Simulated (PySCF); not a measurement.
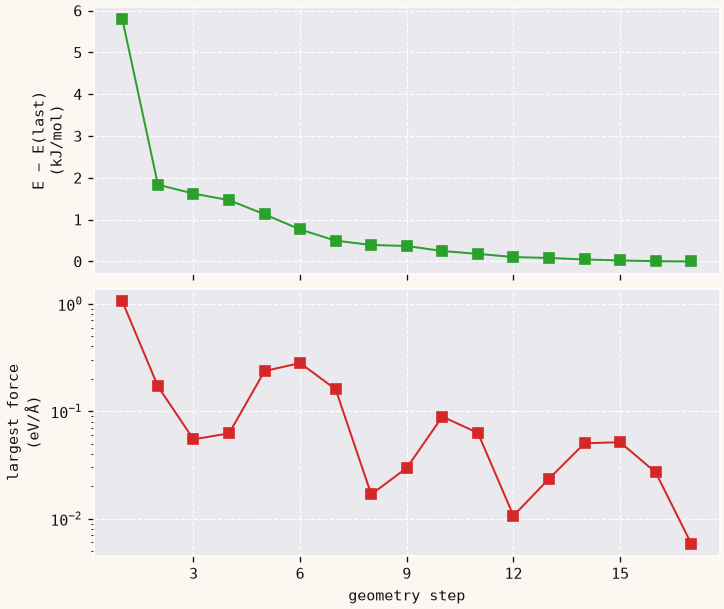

History of a geometry optimisation.

- system: H₃O₄P (SMILES O=P(O)(O)O)
- method: PBE0-D3(BJ)/def2-SVP, geometry optimisation (PySCF 2.14.0, density fitting)

> How did it end, and what did it gain?

The optimisation met its thresholds at geometry 17, counting the start as the first. The energy fell by about 5.8 kJ/mol from the first step to the last. The largest force goes from about 1 eV/Å at the start to 6 × 10⁻³ eV/Å at the end.
